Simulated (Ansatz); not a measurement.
SiH₂: geometry relaxation

The run: geometry relaxation of SiH₂. Method and program: RKS PBE0-D4/def2-TZVP (Ansatz 0.2.0).

Figures and captions count atoms from 1; the log counts them from 0 in places.

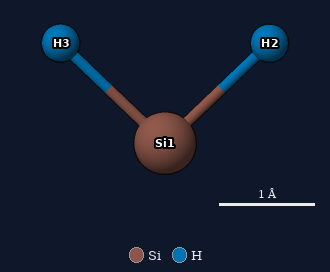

Figure 1. The structure as given in the input (ball-and-stick view, seen on its broad side; atoms are numbered from 1 in the order of the input). Bond lengths as drawn: H–Si 1.52 Å.

### Results in brief

- outcome: converged
- total energy: −7904.5477 eV
- mean-field energy: −7904.5293 eV
- dispersion energy: −0.0184 eV
- SCF solution under orbital rotations: stable
- largest force (length of the vector) at the end: 0.001 eV/Å
- dipole moment: 0.17 D
- hardware: 2 CPU threads, shared host
- wall time: 0.6 s (CPU time 0.96 s)
- peak memory: 0.11 GiB

### The input
```yaml
crystal:
  periodic: [false, false, false]
  atoms:
    - {symbol: Si, position_ang: [-1.731558, 1.452281, 0.641877]}
    - {symbol: H, position_ang: [-0.725238, 2.594522, 0.678672]}
    - {symbol: H, position_ang: [-1.085396, 0.758425, 1.833724]}
basis:
  gaussian: {orbitals: def2-TZVP}
hamiltonian: {xc: pbe0, dispersion: d4}
relax: {f_tol: 0.005, max_steps: 200}
```

### Log
```
Functional definition: PBE0
  name "PBE0"
  cite "Adamo & Barone, J. Chem. Phys. 110, 6158 (1999) doi:10.1063/1.478522"
  cite "Perdew, Burke & Ernzerhof, Phys. Rev. Lett. 77, 3865 (1996) doi:10.1103/PhysRevLett.77.3865"
  parent pbe
  parameter a = 0.25
  parameter kappa = 0.804
  parameter beta = 0.06672455060314922
  exchange = (1 - a)*pbe_x(kappa = kappa, mu = beta*pi^2/3) + a*exact_x
  correlation = pbe_c(beta = beta)
356 factors; their error is unknown
mean field evaluation 1: about -7904.1720 eV, gradient 9.0e0 eV
mean field evaluation 2: about -7904.4386 eV, gradient 3.6e0 eV
mean field evaluation 4: about -7904.4954 eV, gradient 1.4e-1 eV
mean field evaluation 8: about -7904.5281 eV, gradient 9.7e-3 eV
mean field -7904.52813815 eV, -290.4860511955 hartree, gradient 8.3e-5 eV, S^2 0.000000; 0 other end points of the search recorded, 0 dependent functions left out
the calculation of the forces begins
reference -7904.52816004 eV, -290.4860519997 hartree; 8, 8 occupied and 41, 41 virtual orbitals, 356 factors
relax step   1: F+E_penalty+E_count = -7904.54653919 eV  Δ(F+E_penalty+E_count) = +0.000e0 eV  max|allowed force component| = 1.059e-1 eV/Å  Δτ_max = 0.0000 Å  (23 SCF iters, accepted)
these checks for a lower state are left out or cut short: starts, cluster_reference, orbital_swaps, neighbouring_geometries, increment
356 factors; their error is unknown
mean field evaluation 16: about -7904.5285 eV, gradient 7.4e-2 eV
mean field -7904.52847776 eV, -290.4860636759 hartree, gradient 8.6e-6 eV, S^2 0.000000; 0 other end points of the search recorded, 0 dependent functions left out
the calculation of the forces begins
reference -7904.52849958 eV, -290.4860644776 hartree; 8, 8 occupied and 41, 41 virtual orbitals, 356 factors
relax step   2: F+E_penalty+E_count = -7904.54689270 eV  Δ(F+E_penalty+E_count) = -3.535e-4 eV  max|allowed force component| = 4.626e-2 eV/Å  Δτ_max = 0.0218 Å  (23 SCF iters, accepted)
these checks for a lower state are left out or cut short: starts, cluster_reference, orbital_swaps, neighbouring_geometries, increment
356 factors; their error is unknown
mean field -7904.52923741 eV, -290.4860915926 hartree, gradient 8.0e-6 eV, S^2 0.000000; 0 other end points of the search recorded, 0 dependent functions left out
the calculation of the forces begins
reference -7904.52925926 eV, -290.4860923955 hartree; 8, 8 occupied and 41, 41 virtual orbitals, 356 factors
relax step   3: F+E_penalty+E_count = -7904.54764935 eV  Δ(F+E_penalty+E_count) = -7.567e-4 eV  max|allowed force component| = 6.520e-3 eV/Å  Δτ_max = 0.0109 Å  (25 SCF iters, accepted)
these checks for a lower state are left out or cut short: starts, cluster_reference, orbital_swaps, neighbouring_geometries, increment
356 factors; their error is unknown
mean field evaluation 32: about -7904.5292 eV, gradient 7.9e-6 eV
mean field -7904.52923992 eV, -290.4860916848 hartree, gradient 2.1e-5 eV, S^2 0.000000; 0 other end points of the search recorded, 0 dependent functions left out
the calculation of the forces begins
reference -7904.52926177 eV, -290.4860924876 hartree; 8, 8 occupied and 41, 41 virtual orbitals, 356 factors
relax step   4: F+E_penalty+E_count = -7904.54765128 eV  Δ(F+E_penalty+E_count) = -1.931e-6 eV  max|allowed force component| = 8.190e-4 eV/Å  Δτ_max = 0.0003 Å  (17 SCF iters, accepted)
```

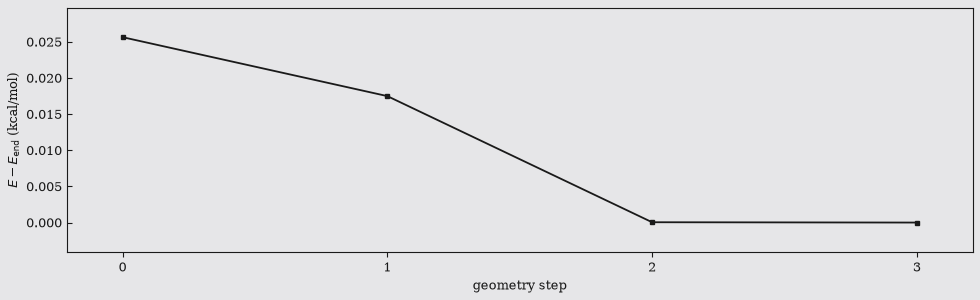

Figure 2. Progress of the relaxation, step by step (the first geometry is step 0 here and step 1 in the log). After 3 geometry steps the energy has fallen by 0.03 kcal/mol. The largest force component goes from 0.11 to 0.00082 eV/Å. The largest moves after the best rigid fit, 0.011 Å, are those of H2 and H3. By element the largest moves are H 0.011 Å, Si 0.009 Å. (Atoms are counted from 1 in the order of the input.)

```
356 factors; their error is unknown
mean field -7904.52923992 eV, -290.4860916848 hartree, gradient 2.1e-5 eV, S^2 0.000000; 1 other end points of the search recorded, 0 dependent functions left out
the calculation of the forces begins
reference -7904.52926177 eV, -290.4860924876 hartree; 8, 8 occupied and 41, 41 virtual orbitals, 356 factors
Total energy: -7904.54767313 eV, -290.4867690926 hartree
Atom 0 at    -1.738907     1.450222     0.636466 Å, force     0.000819     0.000219     0.000611 eV/Å
Atom 1 at    -0.723129     2.587414     0.686527 Å, force    -0.000485    -0.000500    -0.000059 eV/Å
Atom 2 at    -1.080157     0.767592     1.831280 Å, force    -0.000334     0.000281    -0.000552 eV/Å
Dipole moment:     0.028089     0.007625     0.020881 e Å
```
